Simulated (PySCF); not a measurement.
**SiAsNH6 (SMILES N[AsH][SiH3]): CCSD(T)/STO-3G**

Aim: the vertical singlet–triplet gap of SiAsNH6 at CCSD(T)/STO-3G, from 2 runs. The job is set up through a Python script.

Program for the calculation: PySCF 2.14.0.

**1. The molecule**

The species is SiAsNH6 (9 atoms), meant as a singlet with charge 0. SMILES: `N[AsH][SiH3]`. Geometry: relaxed at PBE0-D4/def2-TZVP. This is one conformer, not always the lowest.

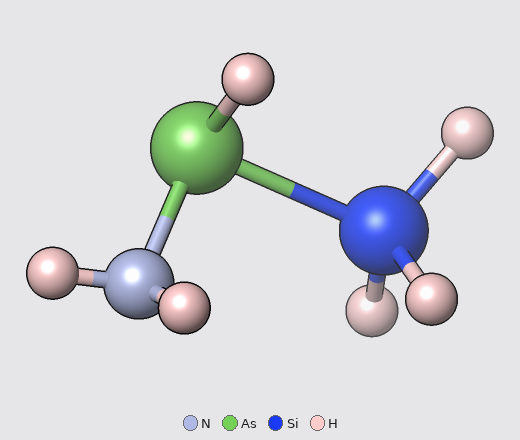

The structure, seen from a chosen angle (nitrogen light blue, arsenic green, silicon blue, hydrogen pink).

**2. A single-point energy at CCSD(T)/STO-3G**

Contents of calc.py:

```python
from pyscf import gto, scf, cc

mol = gto.Mole()
mol.atom = '''
N     -2.080777     1.358713    -2.164870
As     1.389138     0.827889    -1.868750
Si     1.053144    -2.011991     1.565827
H     -2.463636     2.440392    -3.693092
H     -2.882399     2.162414    -0.627956
H      2.162036     3.009578    -0.113006
H      3.570638    -2.256333     2.792826
H      0.234137    -4.522682     0.617374
H     -0.814850    -1.095474     3.459333
'''
mol.unit = 'bohr'
mol.charge = 0
mol.basis = 'sto-3g'
mol.max_memory = 1860
mol.verbose = 3
mol.spin = 0
mol.build()

mf = scf.RHF(mol)
mf.conv_tol = 1e-10
mf.kernel()
if not mf.converged:
    mf = mf.newton().run(mf.mo_coeff, mf.mo_occ)

mycc = cc.CCSD(mf, frozen=15)
mycc.kernel()
e_t = mycc.ccsd_t()
e_final = mycc.e_tot + e_t
print('E(%s) = %.9f' % ('CCSD(T)', e_final))
```

Run with:

```
$ OMP_NUM_THREADS=1 python calc.py
```

Standard output:

```text
converged SCF energy = -2552.12092759996
E(CCSD) = -2552.284279236357  E_corr = -0.1633516364003223
CCSD(T) correction = -0.00136059599839006
E(CCSD(T)) = -2552.285639832
```

It took 0.84 s on 1 thread of Arm Neoverse V2, shared host; peak memory 0.11 GiB.

**3. The triplet, same level**

Contents of calc.py:

```python
from pyscf import gto, cc

molecule = gto.M(
    atom='''
N       -1.101100       0.719000      -1.145600
As       0.735100       0.438100      -0.988900
Si       0.557300      -1.064700       0.828600
H       -1.303700       1.291400      -1.954300
H       -1.525300       1.144300      -0.332300
H        1.144100       1.592600      -0.059800
H        1.889500      -1.194000       1.477900
H        0.123900      -2.393300       0.326700
H       -0.431200      -0.579700       1.830600
''',
    max_memory=1860,
    spin=2,
    verbose=4,
    basis='sto-3g',
)

myscf = molecule.UHF()
myscf.conv_tol = 1e-10
myscf.kernel()
if not myscf.converged:
    myscf = myscf.newton().run(myscf.mo_coeff, myscf.mo_occ)

mycc = cc.CCSD(myscf, frozen=15)
mycc.kernel()
e_t = mycc.ccsd_t()
e_final = mycc.e_tot + e_t
print(f'total energy: {e_final:.8f} hartree')
```

Run with:

```
$ OMP_NUM_THREADS=1 python calc.py
```

Standard output:

```text
PySCF version 2.14.0

[INPUT] num. atoms = 9
[INPUT] num. electrons = 60
[INPUT] charge = 0
[INPUT] spin (= nelec alpha-beta = 2S) = 2
[INPUT] symmetry False subgroup None
[INPUT] Mole.unit = angstrom
[INPUT] Symbol           X                Y                Z      unit          X                Y                Z       unit  Magmom
[INPUT]  1 N     -1.101100000000   0.719000000000  -1.145600000000 AA   -2.080777435759   1.358713083562  -2.164870248302 Bohr   0.0
[INPUT]  2 As     0.735100000000   0.438100000000  -0.988900000000 AA    1.389137674168   0.827889015172  -1.868750164582 Bohr   0.0
[INPUT]  3 Si     0.557300000000  -1.064700000000   0.828600000000 AA    1.053144369220  -2.011991404824   1.565827066815 Bohr   0.0
[INPUT]  4 H     -1.303700000000   1.291400000000  -1.954300000000 AA   -2.463635948595   2.440392317263  -3.693091765238 Bohr   0.0
[INPUT]  5 H     -1.525300000000   1.144300000000  -0.332300000000 AA   -2.882399257799   2.162413604340  -0.627955991193 Bohr   0.0
[INPUT]  6 H      1.144100000000   1.592600000000  -0.059800000000 AA    2.162035659115   3.009577825982  -0.113005622249 Bohr   0.0
[INPUT]  7 H      1.889500000000  -1.194000000000   1.477900000000 AA    3.570637512366  -2.256332992731   2.792826239495 Bohr   0.0
[INPUT]  8 H      0.123900000000  -2.393300000000   0.326700000000 AA    0.234137066834  -4.522681533922   0.617373524895 Bohr   0.0
[INPUT]  9 H     -0.431200000000  -0.579700000000   1.830600000000 AA   -0.814849904912  -1.095474234410   3.459332643629 Bohr   0.0

nuclear repulsion = 263.492757233751
number of shells = 22
number of NR pGTOs = 114
number of NR cGTOs = 38
basis = sto-3g
ecp = {}

******** <class 'pyscf.scf.uhf.UHF'> ********
method = UHF
initial guess = minao
damping factor = 0
level_shift factor = 0
DIIS = <class 'pyscf.scf.diis.CDIIS'>
diis_start_cycle = 1
diis_space = 8
diis_damp = 0
SCF conv_tol = 1e-10
SCF conv_tol_grad = None
SCF max_cycles = 50
direct_scf = True
direct_scf_tol = 1e-13
number electrons alpha = 31  beta = 29
Set gradient conv threshold to 1e-05
init E= -2548.75530061584
[... the frontier-level lines of each cycle are left out ...]


cycle= 1 E= -2551.70809756172  delta_E= -2.95  |g|= 0.333  |ddm|= 2.84
cycle= 2 E= -2551.83175676816  delta_E= -0.124  |g|= 0.081  |ddm|= 0.802
cycle= 3 E= -2551.84396159516  delta_E= -0.0122  |g|= 0.0428  |ddm|= 0.245
cycle= 4 E= -2551.85147010334  delta_E= -0.00751  |g|= 0.0285  |ddm|= 0.201
cycle= 5 E= -2551.8556859769  delta_E= -0.00422  |g|= 0.0117  |ddm|= 0.217
cycle= 6 E= -2551.85633050163  delta_E= -0.000645  |g|= 0.00554  |ddm|= 0.077
cycle= 7 E= -2551.85649866126  delta_E= -0.000168  |g|= 0.00231  |ddm|= 0.0505
cycle= 8 E= -2551.85652704181  delta_E= -2.84e-05  |g|= 0.00102  |ddm|= 0.023
cycle= 9 E= -2551.85653283001  delta_E= -5.79e-06  |g|= 0.000545  |ddm|= 0.0103
cycle= 10 E= -2551.85653498819  delta_E= -2.16e-06  |g|= 0.000252  |ddm|= 0.00701
cycle= 11 E= -2551.85653550459  delta_E= -5.16e-07  |g|= 0.000139  |ddm|= 0.00336
cycle= 12 E= -2551.8565356324  delta_E= -1.28e-07  |g|= 8.18e-05  |ddm|= 0.00186
cycle= 13 E= -2551.85653565682  delta_E= -2.44e-08  |g|= 3.63e-05  |ddm|= 0.000538
cycle= 14 E= -2551.85653566559  delta_E= -8.77e-09  |g|= 1.66e-05  |ddm|= 0.000404
cycle= 15 E= -2551.85653566731  delta_E= -1.72e-09  |g|= 7.08e-06  |ddm|= 0.000214
cycle= 16 E= -2551.85653566766  delta_E= -3.57e-10  |g|= 2.72e-06  |ddm|= 0.000117
cycle= 17 E= -2551.85653566772  delta_E= -5.46e-11  |g|= 1.32e-06  |ddm|= 4.37e-05
Extra cycle  E= -2551.85653566772  delta_E= -2.73e-12  |g|= 9.74e-07  |ddm|= 6.27e-06
converged SCF energy = -2551.85653566772  <S^2> = 2.0127099  2S+1 = 3.0084613

******** <class 'pyscf.cc.uccsd.UCCSD'> ********
CC2 = 0
CCSD nocc = (np.int64(16), np.int64(14)), nmo = (23, 23)
frozen orbitals 15
max_cycle = 50
direct = 0
conv_tol = 1e-07
conv_tol_normt = 1e-06
diis_space = 6
diis_start_cycle = 0
diis_start_energy_diff = 1e+09
Init t2, MP2 energy = -0.100603522987167
Init E_corr(UCCSD) = -0.100603522988944
cycle = 1  E_corr(UCCSD) = -0.129387423556563  dE = -0.0287839006  norm(t1,t2) = 0.0776812
cycle = 2  E_corr(UCCSD) = -0.139544841865567  dE = -0.0101574183  norm(t1,t2) = 0.0357943
cycle = 3  E_corr(UCCSD) = -0.146841739132737  dE = -0.00729689727  norm(t1,t2) = 0.0223929
cycle = 4  E_corr(UCCSD) = -0.147306068273086  dE = -0.00046432914  norm(t1,t2) = 0.0148011
cycle = 5  E_corr(UCCSD) = -0.147725536926548  dE = -0.000419468653  norm(t1,t2) = 0.0117809
cycle = 6  E_corr(UCCSD) = -0.148249273900886  dE = -0.000523736974  norm(t1,t2) = 0.0104201
cycle = 7  E_corr(UCCSD) = -0.148789607554015  dE = -0.000540333653  norm(t1,t2) = 0.00860088
cycle = 8  E_corr(UCCSD) = -0.149398131360393  dE = -0.000608523806  norm(t1,t2) = 0.00618318
cycle = 9  E_corr(UCCSD) = -0.14975213504371  dE = -0.000354003683  norm(t1,t2) = 0.00409046
cycle = 10  E_corr(UCCSD) = -0.149913087703926  dE = -0.00016095266  norm(t1,t2) = 0.00252462
cycle = 11  E_corr(UCCSD) = -0.149964515719203  dE = -5.14280153e-05  norm(t1,t2) = 0.00145107
cycle = 12  E_corr(UCCSD) = -0.150002733734136  dE = -3.82180149e-05  norm(t1,t2) = 0.000813736
cycle = 13  E_corr(UCCSD) = -0.149999705359085  dE = 3.02837505e-06  norm(t1,t2) = 0.00047237
cycle = 14  E_corr(UCCSD) = -0.14999414370126  dE = 5.56165782e-06  norm(t1,t2) = 0.000328911
cycle = 15  E_corr(UCCSD) = -0.149984360866525  dE = 9.78283474e-06  norm(t1,t2) = 0.000211808
cycle = 16  E_corr(UCCSD) = -0.149977624798567  dE = 6.73606796e-06  norm(t1,t2) = 0.000109386
cycle = 17  E_corr(UCCSD) = -0.149971873241547  dE = 5.75155702e-06  norm(t1,t2) = 7.24679e-05
cycle = 18  E_corr(UCCSD) = -0.149967341645507  dE = 4.53159604e-06  norm(t1,t2) = 4.62216e-05
cycle = 19  E_corr(UCCSD) = -0.149966219576607  dE = 1.1220689e-06  norm(t1,t2) = 2.37472e-05
cycle = 20  E_corr(UCCSD) = -0.149965572075572  dE = 6.47501034e-07  norm(t1,t2) = 1.56398e-05
cycle = 21  E_corr(UCCSD) = -0.149965091750692  dE = 4.80324881e-07  norm(t1,t2) = 1.03422e-05
cycle = 22  E_corr(UCCSD) = -0.149964929997407  dE = 1.61753285e-07  norm(t1,t2) = 6.42327e-06
cycle = 23  E_corr(UCCSD) = -0.149964791063863  dE = 1.38933544e-07  norm(t1,t2) = 4.66846e-06
cycle = 24  E_corr(UCCSD) = -0.149964609436343  dE = 1.81627521e-07  norm(t1,t2) = 3.39434e-06
cycle = 25  E_corr(UCCSD) = -0.149964515106276  dE = 9.43300668e-08  norm(t1,t2) = 2.2487e-06
cycle = 26  E_corr(UCCSD) = -0.149964460872399  dE = 5.4233877e-08  norm(t1,t2) = 1.61024e-06
cycle = 27  E_corr(UCCSD) = -0.149964457321302  dE = 3.55109692e-09  norm(t1,t2) = 1.06915e-06
cycle = 28  E_corr(UCCSD) = -0.149964472807628  dE = -1.54863262e-08  norm(t1,t2) = 7.00322e-07
UCCSD converged
E(UCCSD) = -2552.006500140528  E_corr = -0.1499644728076282
UCCSD(T) correction = -0.00237091242115353
total energy: -2552.00887105 hartree
```

It took 1.8 s on 1 thread of Arm Neoverse V2, shared host; peak memory 0.13 GiB.

**4. Summary of results**

At CCSD(T)/STO-3G, 15 core orbitals frozen:

```
                                                           quantity           value
                                              singlet: total energy  -2552.28564 Eh
                      singlet: dipole moment (Hartree–Fock density)          1.62 D
                       singlet: HOMO energy (Hartree–Fock orbitals)        -7.04 eV
                       singlet: LUMO energy (Hartree–Fock orbitals)         9.46 eV
                     singlet: HOMO–LUMO gap (Hartree–Fock orbitals)        16.50 eV
              singlet: correlation energy (15 core orbitals frozen)      -164.7 mEh
                                            singlet: (T) correction       -1.36 mEh
                                             singlet: T1 diagnostic           0.006
                                              triplet: total energy  -2552.00887 Eh
                      triplet: dipole moment (Hartree–Fock density)          4.64 D
triplet: HOMO energy (Hartree–Fock orbitals) (highest over α and β)         0.25 eV
 triplet: LUMO energy (Hartree–Fock orbitals) (lowest over α and β)         4.43 eV
              triplet: correlation energy (15 core orbitals frozen)      -152.3 mEh
                                            triplet: (T) correction       -2.37 mEh
                         triplet: ⟨S²⟩ of the reference determinant           2.013
                                             triplet: T1 diagnostic           0.052
                   vertical energy of the triplet above the singlet        7.531 eV
```

In words: At this shape the triplet lies 7.53 eV (727 kJ/mol) above the singlet. In a minimal basis such a difference can be off by several eV, whatever the method. The triples (singlet) make up 0.8 % of the correlation energy. The T1 diagnostic (triplet) of 0.052 is above the customary mark for such species, so a single reference may not serve. Mulliken charges (triplet) of the mean-field density run from -0.22 on N1 to +0.49 on Si3; they depend strongly on the basis. The triples (triplet) make up 1.6 % of the correlation energy.
